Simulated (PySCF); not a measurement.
C$_{3}$H$_{10}$Si$_{2}$ (SMILES C1C[SiH2]C[SiH2]1)

```
atom    x (Å)    y (Å)    z (Å)
   C  -1.4380   0.1764  -0.3467
   C  -0.6354   1.2943   0.3726
  Si   1.1213   0.7026   0.8193
   C   1.3671  -0.7329  -0.3812
  Si  -0.3893  -1.4043  -0.5473
   H  -2.3687  -0.0595   0.1928
   H  -1.7535   0.5120  -1.3481
   H  -0.5456   2.1811  -0.2753
   H  -1.1552   1.6421   1.2788
   H   1.1714   0.1972   2.2282
   H   2.1413   1.7895   0.6845
   H   1.7060  -0.3429  -1.3567
   H   2.0984  -1.4801  -0.0379
   H  -0.6520  -2.1034  -1.8447
   H  -0.6678  -2.3721   0.5617
```

Geometry: PBE0-D3(BJ)/def2-SVP.

These are results of PBE0/pcSseg-1, SCF density, gas phase, non-relativistic (PySCF), not measurements.

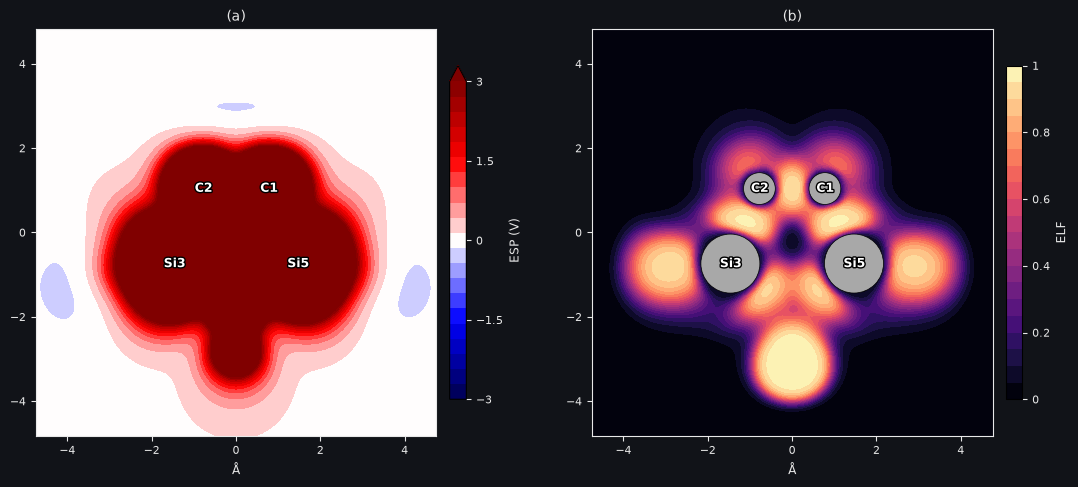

Figure 1. (a) electrostatic potential; (b) ELF on the plane of atoms C2, C1 and Si5. Grey discs cover the atomic cores in the ELF map.

Q: Read the bonding off the picture.

A:
- The plane passes through C and Si nuclei.
- C–C (1.55 Å): the ELF peaks at about 0.95 between the atoms, as expected for localised, covalent bonding.
- C–Si (1.91 Å): the ELF peaks at about 0.95 between the atoms: a shared electron pair.
- The potential has no marked negative region in this plane.

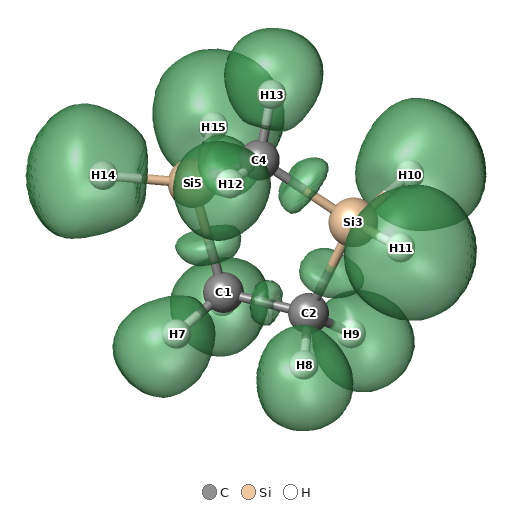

Figure 2. Isosurface of the electron localisation function at 0.85 (green), seen at a tilt. Only the valence region is drawn (cores and ρ < 0.01 e/Å³ removed).

Q: Describe the localisation domains.

A: The ELF exceeds this value in one region between bonded C–C atoms (shared pairs), four regions between bonded C–Si atoms (shared pairs) and ten regions around hydrogen nuclei.


 C–Si (1.89 Å): the ELF peaks at about 0.95 between the atoms, as expected for a shared electron pair.

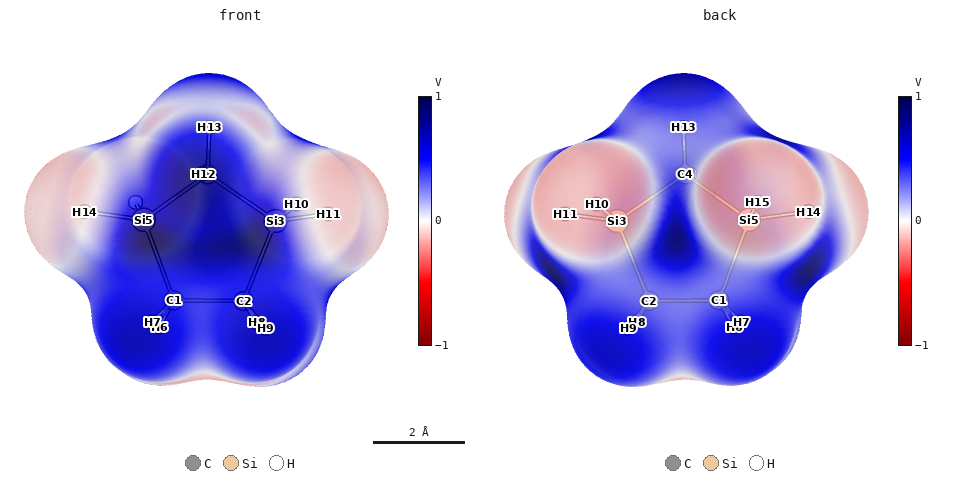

Figure 3. The molecular electrostatic potential painted on the density surface at 0.002 e/bohr³, seen from the front and from behind; the colour scale runs from red (negative) to blue (positive).

Q: Which sites attract a positive test charge, and which a negative one?

A: A positive charge is drawn to the negative regions and a negative charge to the positive ones. The most negative region (about −0.2 V) lies over H10 and H15, the most positive (about +0.9 V, or +21 kcal/mol for a unit charge) over Si3 and Si5.
